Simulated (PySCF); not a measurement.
# C₅H₁₀F₂N: EPR calculation

System: C₅H₁₀F₂N, multiplicity 2.
Method: UKS B3LYP, pcH-1 on C F H N, non-relativistic, mean-field spin-orbit, GIAO (PySCF 2.14.0).

It belongs to a series of runs on one base structure; here: H removed from sp3 C.

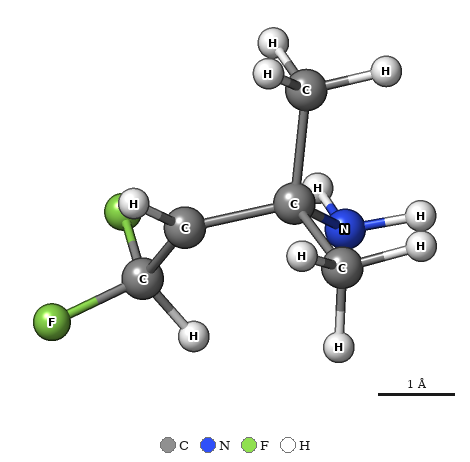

**Figure 1.** The input geometry (ball-and-stick view, seen at a tilt). Bond lengths as drawn: C–C 1.47 to 1.55 Å, C–F 1.36 to 1.39 Å, C–H 1.07 to 1.10 Å, C–N 1.45 Å and H–N 1.01 Å.

The input:
```
{"job": {"kind": "epr", "basis": "pcH-1"}, "charge": 0, "multiplicity": 2}
C     -1.544091    -0.484658     0.716390
C     -0.348345    -0.040551    -0.164477
C     -0.857974     0.988554    -1.196258
N      0.242077    -1.146814    -0.897750
C      0.675050     0.594164     0.701185
C      2.081418     0.178422     0.664404
F      2.320031    -0.948604     1.440529
F      2.901343     1.127938     1.177553
H     -1.212590    -1.214686     1.451697
H     -2.313773    -0.935886     0.093210
H     -1.971228     0.366962     1.237518
H     -1.663234     0.553788    -1.783843
H     -1.225989     1.877345    -0.693616
H     -0.045784     1.265152    -1.861735
H      0.580820    -1.864475    -0.267556
H     -0.438301    -1.564055    -1.521478
H      0.382874     1.336553     1.421192
H      2.428937    -0.082833    -0.348616
```

The first line tells a small driver script what to run in PySCF; the rest is the geometry in Å.

Machine: 1 CPU thread, shared host.

Command:
```bash
OMP_NUM_THREADS=1 python <driver script> task.json out
```

Log:
```
UKS, coarse grid
  cycle   1  E = -450.83931805  |g| = 5.93e-01
  cycle   2  E = -450.71877384  |g| = 8.75e-01
  cycle   3  E = -450.96414132  |g| = 7.31e-02
  cycle   4  E = -450.96588695  |g| = 3.68e-02
  cycle   5  E = -450.96644644  |g| = 7.81e-03
  cycle   6  E = -450.96647058  |g| = 3.86e-03
  cycle   7  E = -450.96647672  |g| = 1.09e-03
  cycle   8  E = -450.96647768  |g| = 5.63e-04
UKS, final grid
  cycle   1  E = -450.96645864  |g| = 7.64e-04
  cycle   2  E = -450.96645843  |g| = 1.14e-03
  cycle   3  E = -450.96645884  |g| = 8.89e-05
  cycle   4  E = -450.96645884  |g| = 1.78e-05
E = -450.96645884 Eh   <S^2> = 0.7537 (exact 0.7500)
g shifts (ppm)      1          2          3
  rmc          -170       -170       -170
  gc             68         19         38
  oz_so        -291          4        458
  total        -393       -147        326
hyperfine (MHz)  atom isotope    a_iso     a_fc   dipolar eigenvalues
    0   13C      50.61      50.61     -4.02     -3.89      7.90
    1   13C     -30.36     -30.36     -2.12      0.92      1.20
    2   13C      62.51      62.51     -4.88     -4.81      9.69
    3   14N       3.39       3.39     -0.51     -0.19      0.70
    4   13C      87.58      87.58    -79.57    -78.97    158.55
    5   13C     -27.39     -27.39     -3.18      0.12      3.06
    6   19F     273.90     273.90   -101.32    -97.16    198.48
    7   19F      11.53      11.53    -33.57    -22.05     55.62
    8    1H      -2.14      -2.14     -5.19     -2.09      7.28
    9    1H      13.56      13.56     -2.80     -1.58      4.38
   10    1H      -2.52      -2.52     -3.93     -2.56      6.49
   11    1H      22.60      22.60     -3.23     -1.55      4.78
   12    1H      -1.36      -1.36     -4.99     -2.50      7.50
   13    1H      -2.91      -2.91     -5.43     -2.17      7.61
   14    1H      -0.89      -0.89     -3.43     -3.07      6.50
   15    1H      -0.06      -0.06     -1.89     -1.64      3.53
   16    1H     -60.83     -60.83    -37.57     -1.14     38.71
   17    1H      33.98      33.98     -6.76     -2.74      9.50
```

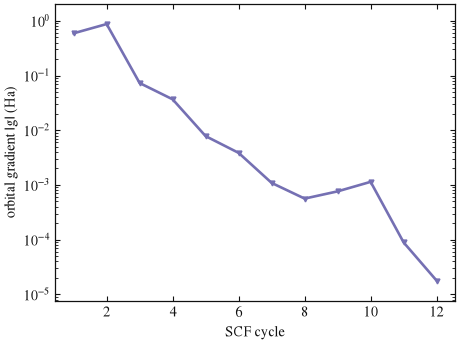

**Figure 2.** Convergence of the self-consistent field: orbital gradient |g| against the SCF cycle. All cycles printed in the log are drawn one after another.

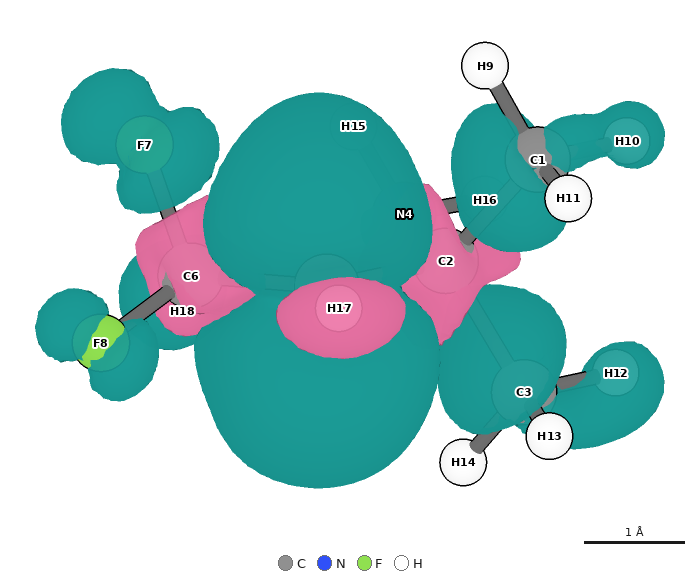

**Figure 3.** Isosurfaces of the spin density (α minus β) at +0.006 (teal) and −0.006 e/Å³ (pink), seen face on. The unpaired spin (1 electron) lies mostly on C5 (about 0.7), in electrons by Hirshfeld's partition.

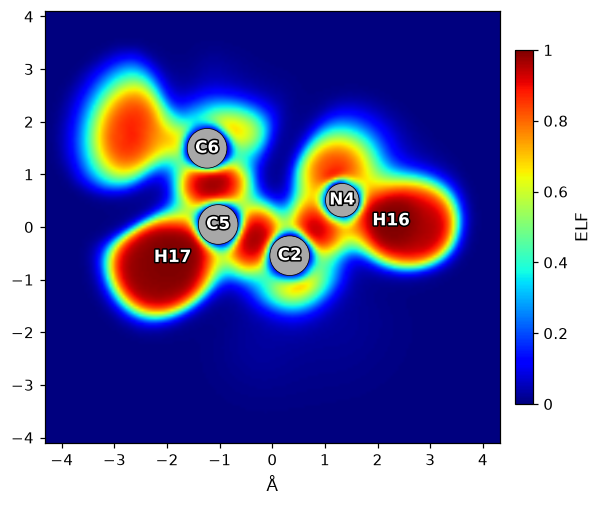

**Figure 4.** Electron localisation function on the plane of atoms N4, C2 and C5. Grey discs, where drawn, cover atomic cores. C–H (1.07 Å): the ELF climbs to about 1 towards the hydrogen; a covalent bond by its length.

Summary:

```tsv
quantity	value
outcome	converged
total energy	−450.966459 hartree
⟨S²⟩	0.754
isotropic g	2.0022
wall time	70 s
peak memory	0.97 GiB
```
